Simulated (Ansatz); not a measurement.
**AlBHO (quartet): correlated methods under varied settings**

Aim: run AlBHO (quartet) at one geometry under a spread of methods and options, and see what each costs and gives.

Program: Ansatz 0.2.0, Gaussian basis. Level of theory: the settings change from run to run. These are calculated values, not measurements.

17 further runs of the same task are left out: 6 that didn't finish, 11 set aside as unsound or not needed.

### 1 The system

The geometry is a PBE0/def2-TZVP stationary point (not a proven minimum) of the parent state, kept for this charge and spin.

4 atoms, charge 0, spin multiplicity 4.

Atoms are counted from 1 here; the program's logs count them from 0.

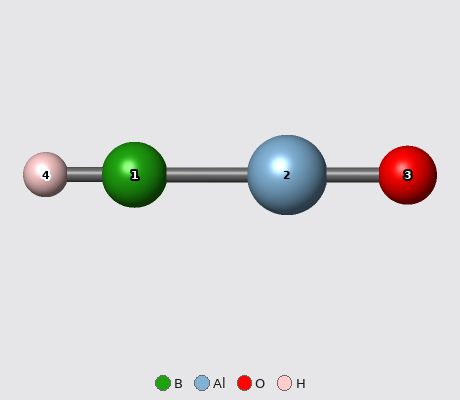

The structure; boron green, aluminium light blue, oxygen red, hydrogen pink; atoms are numbered from 1 in the order of the file.

### 2 MP2 on UHF/cc-pVDZ

in.yaml

```yaml
crystal:
  periodic: [false, false, false]
  atoms:
    - {symbol: B, position_ang: [0.000000, 0.000000, 1.119000]}
    - {symbol: Al, position_ang: [0.000000, 0.000000, -0.910400]}
    - {symbol: O, position_ang: [0.000000, 0.000000, -2.509300]}
    - {symbol: H, position_ang: [0.000000, 0.000000, 2.300700]}
basis:
  gaussian: {orbitals: cc-pVDZ}
magnetization: {spin_polarized: true, initial_magnetization: 3}
correlation: {method: mp2, electrons: all}
accuracy: high
output: {forces: true}
```

Run with:

```bash
ansatz run in.yaml --threads 1 --pin off --events-out ev --progress --plain --max-ram 2393MiB
```

Standard output, shortened:

```text
Functional definition: HF
  name "HF"
  cite "Fock, Z. Phys. 61, 126 (1930) doi:10.1007/BF01340294"
  parent pbe
[...]
983 factors; integrals over basis functions are off by at most 3.7e-9 eV
[...]
mean field -9303.64361051 eV, -341.9025964502 hartree, gradient 3.7e-8 eV, S^2 3.768987; 18 other end points of the search recorded, 0 dependent functions left out
reference -9303.64361051 eV, -341.9025964502 hartree; 15, 12 occupied and 36, 39 virtual orbitals, 983 factors
second order -6.94484138 eV of doubles, -0.00000000 eV of singles
[...]
Total energy: -9310.58845189 eV, -342.1578146634 hartree
Atom 0 at     0.000000     0.000000     1.119000 Å, force    -0.000000    -0.000000    -2.331849 eV/Å
Atom 1 at     0.000000     0.000000    -0.910400 Å, force     0.000000     0.000000     9.031533 eV/Å
Atom 2 at     0.000000     0.000000    -2.509300 Å, force    -0.000000    -0.000000    -6.968897 eV/Å
Atom 3 at     0.000000     0.000000     2.300700 Å, force    -0.000000    -0.000000     0.269213 eV/Å
Dipole moment:    -0.000000    -0.000000    -0.368311 e Å
```

It took 3.2 s on 1 thread of AMD EPYC 9R45, shared host.

From the report: ⟨S²⟩ of the determinant 3.769 (pure quartet: 3.75).

### 3 BCCD(T) on ROHF/cc-pVDZ

in.yaml: that of step 2 with these lines changed.

```diff
@@ -9,5 +9,5 @@
   gaussian: {orbitals: cc-pVDZ}
-magnetization: {spin_polarized: true, initial_magnetization: 3}
-correlation: {method: mp2, electrons: all}
-accuracy: high
+magnetization: {spin_polarized: false, initial_magnetization: 3}
+hamiltonian: {pseudopotentials: {relativity: scalar}}
+correlation: {method: bccd_t, electrons: outside_noble_gas}
 output: {forces: true}
```

Same command.

Standard output, shortened:

```text
Functional definition: HF
  name "HF"
  cite "Fock, Z. Phys. 61, 126 (1930) doi:10.1007/BF01340294"
  parent pbe
[...]
486 factors; integrals over basis functions are off by at most 8.6e-4 eV
[...]
mean field -9315.70226445 eV, -342.3457438086 hartree, gradient 3.7e-6 eV, S^2 3.750000; 16 other end points of the search recorded, 0 dependent functions left out
[...]
determinant -9315.70226445 eV, -342.3457438086 hartree, with singles and doubles -9323.49425158 eV, -342.6320940540 hartree
determinant -9314.68607953 eV, -342.3083997016 hartree, with singles and doubles -9322.79978419 eV, -342.6065728483 hartree
determinant -9314.09389798 eV, -342.2866374312 hartree, with singles and doubles -9321.85684435 eV, -342.5719204485 hartree
determinant -9314.04642446 eV, -342.2848928113 hartree, with singles and doubles -9321.80068081 eV, -342.5698564762 hartree
[...]
7 core orbitals not correlated: weight in the atoms' cores, before any rotation towards them, 1.000 or more for the frozen orbitals, at most 0.000 for the correlated occupied ones
reference -9315.70226445 eV, -342.3457438086 hartree; 8, 5 occupied and 36, 39 virtual orbitals, 486 factors
second order -6.77476383 eV of doubles, -0.11432996 eV of singles
cycle   1  -7.78022630 eV  change    1.2e-2 eV  update   7.5e-3
[...]
cycle  13  -7.77901851 eV  change    9.5e-8 eV  update   4.9e-7
perturbative correction -0.21915771 eV, -0.0080538971 hartree
[...]
Total energy: -9323.70044067 eV, -342.6396713633 hartree
Relativity: scalar
Atom 0 at     0.000000     0.000000     1.119000 Å, force     0.000000    -0.000000    -2.298493 eV/Å
Atom 1 at     0.000000     0.000000    -0.910400 Å, force     0.000000    -0.000000     8.900266 eV/Å
Atom 2 at     0.000000     0.000000    -2.509300 Å, force     0.000000     0.000000    -6.997056 eV/Å
Atom 3 at     0.000000     0.000000     2.300700 Å, force    -0.000000     0.000000     0.395282 eV/Å
Dipole moment:    -0.000000     0.000000    -0.335406 e Å
```

Wall time 9.5 s (1 thread of AMD EPYC 9R45, shared host); peak memory 0.26 GiB.

From the report: correlation -7.9982 eV; largest double amplitude 0.07.

### 4 CCSD(T)/6-31G*

in.yaml: that of step 3 with these lines changed.

```diff
@@ -8,6 +8,5 @@
 basis:
-  gaussian: {orbitals: cc-pVDZ}
+  gaussian: {orbitals: "6-31G*"}
 magnetization: {spin_polarized: false, initial_magnetization: 3}
-hamiltonian: {pseudopotentials: {relativity: scalar}}
-correlation: {method: bccd_t, electrons: outside_noble_gas}
-output: {forces: true}
+hamiltonian: {xc: {name: PBE}, pseudopotentials: {relativity: none}}
+correlation: {method: ccsd_t, electrons: outside_noble_gas}
```

Launched as before.

Standard output, shortened:

```text
Functional definition: PBE
  name "PBE"
  cite "Perdew, Burke & Ernzerhof, Phys. Rev. Lett. 77, 3865 (1996) doi:10.1103/PhysRevLett.77.3865"
  parent pbe
[...]
461 factors; integrals over basis functions are off by at most 8.8e-4 eV
[...]
mean field -9323.20136987 eV, -342.6213308498 hartree, gradient 2.0e-6 eV, S^2 3.750000; 10 other end points of the search recorded, 0 dependent functions left out
[...]
7 core orbitals not correlated: weight in the atoms' cores, before any rotation towards them, 1.000 or more for the frozen orbitals, at most 0.000 for the correlated occupied ones
reference -9301.21741327 eV, -341.8134353459 hartree; 8, 5 occupied and 36, 39 virtual orbitals, 461 factors
second order -7.78171196 eV of doubles, -0.93186051 eV of singles
cycle   1  -8.07322224 eV  change    6.7e-1 eV  update   1.5e-1
[...]
cycle  20  -8.91058580 eV  change    8.1e-6 eV  update   1.5e-5
perturbative correction -0.24581131 eV, -0.0090333988 hartree
Total energy: -9310.37381037 eV, -342.1499267332 hartree
```

It took 7.5 s on 1 thread of AMD EPYC 9R45, shared host.

From the report: correlation -9.1564 eV; T1 0.113; largest double amplitude 0.08. The orbitals are Kohn-Sham ones, so correlation energy and T1 don't compare with those on Hartree-Fock orbitals.

### 5 HF/cc-pVDZ

in.yaml

```yaml
crystal:
  periodic: [false, false, false]
  atoms:
    - {symbol: B, position_ang: [0.000000, 0.000000, 1.119000]}
    - {symbol: Al, position_ang: [0.000000, 0.000000, -0.910400]}
    - {symbol: O, position_ang: [0.000000, 0.000000, -2.509300]}
    - {symbol: H, position_ang: [0.000000, 0.000000, 2.300700]}
basis:
  gaussian: {orbitals: cc-pVDZ, fitting: {mean_field: def2-universal-jkfit}, point_charges: [{charge: 0.50, position_ang: [3.651, -0.556, -0.563]}]}
magnetization: {spin_polarized: true, initial_magnetization: 3}
hamiltonian: {xc: hf}
output: {orbitals: {seedname: orbitals}}
```

The command is unchanged.

Standard output, shortened:

```text
Functional definition: HF
  name "HF"
  cite "Fock, Z. Phys. 61, 126 (1930) doi:10.1007/BF01340294"
  parent pbe
[...]
298 factors; integrals over basis functions are off by at most 2.4e-1 eV
[...]
mean field -9303.62515375 eV, -341.9019181766 hartree, gradient 8.3e-6 eV, S^2 3.770192; 5 other end points of the search recorded, 0 dependent functions left out
reference -9303.62515375 eV, -341.9019181766 hartree; 15, 12 occupied and 36, 39 virtual orbitals, 298 factors
Total energy: -9303.62515375 eV, -341.9019181766 hartree
```

It took 1.4 s on 1 thread of AMD EPYC 9R45, shared host.

From the report: ⟨S²⟩ of the determinant 3.770 (pure quartet: 3.75).

### 6 CCSD(T)/cc-pVDZ

in.yaml

```yaml
crystal:
  periodic: [false, false, false]
  atoms:
    - {symbol: B, position_ang: [0.000000, 0.000000, 1.119000]}
    - {symbol: Al, position_ang: [0.000000, 0.000000, -0.910400]}
    - {symbol: O, position_ang: [0.000000, 0.000000, -2.509300]}
    - {symbol: H, position_ang: [0.000000, 0.000000, 2.300700]}
basis:
  gaussian: {orbitals: cc-pVDZ}
magnetization: {spin_polarized: true, initial_magnetization: 3}
hamiltonian: {xc: {name: B3LYP}}
correlation: {method: ccsd_t, electrons: valence}
accuracy: high
output: {forces: true}
```

Same command.

Standard output, shortened:

```text
Functional definition: B3LYP
  name "B3LYP"
  cite "Stephens, Devlin, Chabalowski & Frisch, J. Phys. Chem. 98, 11623 (1994) doi:10.1021/j100096a001"
  cite "Becke, Phys. Rev. A 38, 3098 (1988) doi:10.1103/PhysRevA.38.3098"
  cite "Lee, Yang & Parr, Phys. Rev. B 37, 785 (1988) doi:10.1103/PhysRevB.37.785"
  cite "Vosko, Wilk & Nusair, Can. J. Phys. 58, 1200 (1980) doi:10.1139/p80-159"
[...]
983 factors; integrals over basis functions are off by at most 3.7e-9 eV
[...]
mean field -9331.40688248 eV, -342.9228778764 hartree, gradient 6.0e-8 eV, S^2 3.756548; 9 other end points of the search recorded, 0 dependent functions left out
7 core orbitals not correlated: weight in the atoms' cores, before any rotation towards them, 1.000 or more for the frozen orbitals, at most 0.000 for the correlated occupied ones
reference -9303.20236069 eV, -341.8863808185 hartree; 8, 5 occupied and 36, 39 virtual orbitals, 983 factors
second order -7.06901065 eV of doubles, -0.26901286 eV of singles
cycle   1  -7.68460289 eV  change   -3.5e-1 eV  update   7.3e-2
[...]
cycle  27  -7.94906702 eV  change  -5.0e-11 eV  update   1.2e-9
perturbative correction -0.22951639 eV, -0.0084345717 hartree
[...]
Total energy: -9311.38094410 eV, -342.1869382151 hartree
Atom 0 at     0.000000     0.000000     1.119000 Å, force    -0.000000    -0.000000    -2.286270 eV/Å
Atom 1 at     0.000000     0.000000    -0.910400 Å, force    -0.000000     0.000000     8.927678 eV/Å
Atom 2 at     0.000000     0.000000    -2.509300 Å, force     0.000000    -0.000000    -7.041558 eV/Å
Atom 3 at     0.000000     0.000000     2.300700 Å, force    -0.000000    -0.000000     0.400149 eV/Å
Dipole moment:     0.000000     0.000000    -0.336674 e Å
```

Wall time 15 s (1 thread of AMD EPYC 9R45, shared host); peak memory 0.32 GiB.

From the report: ⟨S²⟩ of the determinant 3.757 (pure quartet: 3.75); correlation -8.1786 eV; T1 0.014; largest double amplitude 0.07. The orbitals are Kohn-Sham ones, so correlation energy and T1 don't compare with those on Hartree-Fock orbitals.

### 7 HF/STO-3G

in.yaml: that of step 6 with these lines changed.

```diff
@@ -8,7 +8,5 @@
 basis:
-  gaussian: {orbitals: cc-pVDZ}
+  gaussian: {orbitals: STO-3G}
 magnetization: {spin_polarized: true, initial_magnetization: 3}
-hamiltonian: {xc: {name: B3LYP}}
-correlation: {method: ccsd_t, electrons: valence}
-accuracy: high
-output: {forces: true}
+hamiltonian: {xc: hf}
+output: {forces: true, orbitals: {seedname: orbitals}}
```

The command is unchanged.

Standard output, shortened:

```text
Functional definition: HF
  name "HF"
  cite "Fock, Z. Phys. 61, 126 (1930) doi:10.1007/BF01340294"
  parent pbe
[...]
241 factors; integrals over basis functions are off by at most 1.3e-4 eV
[...]
mean field -9186.18192554 eV, -337.5859591457 hartree, gradient 4.5e-5 eV, S^2 3.811460; 8 other end points of the search recorded, 0 dependent functions left out
[...]
reference -9186.18192554 eV, -337.5859591457 hartree; 15, 12 occupied and 5, 8 virtual orbitals, 241 factors
Total energy: -9186.18192554 eV, -337.5859591457 hartree
Atom 0 at     0.000000     0.000000     1.119000 Å, force     0.000000    -0.000000    -3.955645 eV/Å
Atom 1 at     0.000000     0.000000    -0.910400 Å, force    -0.000000     0.000000    10.867565 eV/Å
Atom 2 at     0.000000     0.000000    -2.509300 Å, force     0.000000     0.000000    -5.567058 eV/Å
Atom 3 at     0.000000     0.000000     2.300700 Å, force    -0.000000     0.000000    -1.344862 eV/Å
Dipole moment:     0.000000    -0.000000    -0.801611 e Å
```

Run time: 0.24 s. Hardware: 1 thread of AMD EPYC 9R45, shared host.

From the report: ⟨S²⟩ of the determinant 3.811 (pure quartet: 3.75).

### 8 MP2 on ROHF/cc-pVDZ

in.yaml: that of step 7 with these lines changed.

```diff
@@ -8,5 +8,5 @@
 basis:
-  gaussian: {orbitals: STO-3G}
-magnetization: {spin_polarized: true, initial_magnetization: 3}
-hamiltonian: {xc: hf}
-output: {forces: true, orbitals: {seedname: orbitals}}
+  gaussian: {orbitals: cc-pVDZ, fitting: {mean_field: def2-universal-jkfit}}
+magnetization: {spin_polarized: false, initial_magnetization: 3}
+correlation: {method: mp2, electrons: outside_noble_gas}
+accuracy: high
```

The command is unchanged.

Standard output, shortened:

```text
Functional definition: HF
  name "HF"
  cite "Fock, Z. Phys. 61, 126 (1930) doi:10.1007/BF01340294"
  parent pbe
[...]
298 factors; integrals over basis functions are off by at most 2.4e-1 eV
[...]
mean field -9303.45490492 eV, -341.8956616475 hartree, gradient 2.5e-8 eV, S^2 3.750000; 13 other end points of the search recorded, 0 dependent functions left out
[...]
7 core orbitals not correlated: weight in the atoms' cores, before any rotation towards them, 1.000 or more for the frozen orbitals, at most 0.000 for the correlated occupied ones
reference -9303.45490492 eV, -341.8956616475 hartree; 8, 5 occupied and 36, 39 virtual orbitals, 298 factors
second order -6.77275958 eV of doubles, -0.11415609 eV of singles
Total energy: -9310.34182058 eV, -342.1487511301 hartree
```

Wall time 1.7 s (1 thread of AMD EPYC 9R45, shared host).

### 9 HF/cc-pVDZ

in.yaml

```yaml
crystal:
  periodic: [false, false, false]
  atoms:
    - {symbol: B, position_ang: [0.000000, 0.000000, 1.119000]}
    - {symbol: Al, position_ang: [0.000000, 0.000000, -0.910400]}
    - {symbol: O, position_ang: [0.000000, 0.000000, -2.509300]}
    - {symbol: H, position_ang: [0.000000, 0.000000, 2.300700]}
basis:
  gaussian: {orbitals: cc-pVDZ}
magnetization: {spin_polarized: true, initial_magnetization: 3}
hamiltonian: {xc: hf}
accuracy: high
output: {forces: true, orbitals: {seedname: orbitals}}
```

The command is unchanged.

Standard output, shortened:

```text
Functional definition: HF
  name "HF"
  cite "Fock, Z. Phys. 61, 126 (1930) doi:10.1007/BF01340294"
  parent pbe
[...]
983 factors; integrals over basis functions are off by at most 3.7e-9 eV
[...]
mean field -9303.64361051 eV, -341.9025964502 hartree, gradient 3.7e-8 eV, S^2 3.768987; 6 other end points of the search recorded, 0 dependent functions left out
[...]
reference -9303.64361051 eV, -341.9025964502 hartree; 15, 12 occupied and 36, 39 virtual orbitals, 983 factors
Total energy: -9303.64361051 eV, -341.9025964502 hartree
Atom 0 at     0.000000     0.000000     1.119000 Å, force     0.000000     0.000000    -2.605782 eV/Å
Atom 1 at     0.000000     0.000000    -0.910400 Å, force    -0.000000     0.000000     8.778999 eV/Å
Atom 2 at     0.000000     0.000000    -2.509300 Å, force     0.000000    -0.000000    -6.252279 eV/Å
Atom 3 at     0.000000     0.000000     2.300700 Å, force    -0.000000    -0.000000     0.079063 eV/Å
Dipole moment:     0.000000    -0.000000    -0.366152 e Å
```

It took 1.8 s on 1 thread of AMD EPYC 9R45, shared host.

From the report: ⟨S²⟩ of the determinant 3.769 (pure quartet: 3.75).

### 10 CCSDT(Q) on UHF/6-31G

in.yaml: that of step 9 with these lines changed.

```diff
@@ -8,6 +8,6 @@
 basis:
-  gaussian: {orbitals: cc-pVDZ}
+  gaussian: {orbitals: 6-31G}
 magnetization: {spin_polarized: true, initial_magnetization: 3}
-hamiltonian: {xc: hf}
+correlation: {method: ccsdt_q, electrons: outside_noble_gas}
 accuracy: high
-output: {forces: true, orbitals: {seedname: orbitals}}
+scf: {lower_state_search: light}
```

Same command.

Standard output, shortened:

```text
Functional definition: HF
  name "HF"
  cite "Fock, Z. Phys. 61, 126 (1930) doi:10.1007/BF01340294"
  parent pbe
[...]
688 factors; integrals over basis functions are off by at most 3.7e-9 eV
[...]
mean field -9301.49161457 eV, -341.8235120581 hartree, gradient 2.2e-8 eV, S^2 3.770012; 22 other end points of the search recorded, 0 dependent functions left out
determinant -9301.49161457 eV, -341.8235120581 hartree, with singles and doubles -9306.26029937 eV, -341.9987579920 hartree
determinant -9300.67501066 eV, -341.7935024177 hartree, with singles and doubles -9305.64611873 eV, -341.9761872697 hartree
determinant -9300.02693374 eV, -341.7696860301 hartree, with singles and doubles -9304.71631532 eV, -341.9420176246 hartree
determinant -9299.96893042 eV, -341.7675544477 hartree, with singles and doubles -9304.63665838 eV, -341.9390902864 hartree
determinant -9299.08222696 eV, -341.7349686965 hartree, with singles and doubles -9303.89347738 eV, -341.9117788881 hartree
determinant -9298.70482549 eV, -341.7210994482 hartree, with singles and doubles -9303.23626919 eV, -341.8876269326 hartree
determinant -9298.37928333 eV, -341.7091359946 hartree, with singles and doubles -9302.82802020 eV, -341.8726240590 hartree
7 core orbitals not correlated: weight in the atoms' cores, before any rotation towards them, 1.000 or more for the frozen orbitals, at most 0.000 for the correlated occupied ones
reference -9301.49161457 eV, -341.8235120581 hartree; 8, 5 occupied and 18, 21 virtual orbitals, 688 factors
second order -4.10937840 eV of doubles, -0.00000000 eV of singles
cycle   1  -4.48023193 eV  change   -3.7e-1 eV  update   8.4e-2
[...]
cycle  49  -4.92112252 eV  change  -6.1e-10 eV  update   1.4e-9
perturbative correction -0.01521060 eV, -0.0005589792 hartree
Total energy: -9306.42794769 eV, -342.0049189543 hartree
```

Run time: 10 s. Hardware: 1 thread of AMD EPYC 9R45, shared host; peak memory 0.27 GiB.

From the report: ⟨S²⟩ of the determinant 3.770 (pure quartet: 3.75); correlation -4.9363 eV; T1 0.018; largest double amplitude 0.10.

### 11 All runs side by side

Where basis and cores are those of an earlier UCCSDT(Q)/cc-pVDZ run (-9311.5156 eV), and the state is the same kind, the miss against it is given.

```tsv
level	correlated	functions	energy (eV)	from UCCSDT(Q) (meV)	time
MP2 on UHF/cc-pVDZ	all	51	-9310.5885		3.2 s
BCCD(T) on ROHF/cc-pVDZ (relativity set)	outside noble gas	51	-9323.7004		9.5 s
CCSD(T)/6-31G* (on PBE orbitals)	outside noble gas	51	-9310.3738		7.5 s
HF/cc-pVDZ (beside a point charge)		51	-9303.6252		1.4 s
CCSD(T)/cc-pVDZ (on B3LYP orbitals)	valence	51	-9311.3809	134.7	15 s
HF/STO-3G		20	-9186.1819		0.24 s
MP2 on ROHF/cc-pVDZ	outside noble gas	51	-9310.3418	1173.8	1.7 s
HF/cc-pVDZ		51	-9303.6436	7872.0	1.8 s
CCSDT(Q) on UHF/6-31G	outside noble gas	33	-9306.4279		10 s
```

### 12 Summary of results

```
quantity                                      value
    runs                                          9
quickest                          HF/STO-3G, 0.24 s
 slowest  CCSD(T)/cc-pVDZ (on B3LYP orbitals), 15 s
```

**Reading.** Total energies in different bases, with other cores or another treatment of relativity can't be set against each other. CCSD(T)/cc-pVDZ (on B3LYP orbitals) took 63 times as long as HF/STO-3G; the jobs differ in more than the method. Among the correlated runs with a miss given, it spans +135 to +1174 meV. Hartree-Fock, CASSCF and CASCI lack dynamic correlation by design. Cores frozen from Kohn-Sham orbitals shift the total energy.
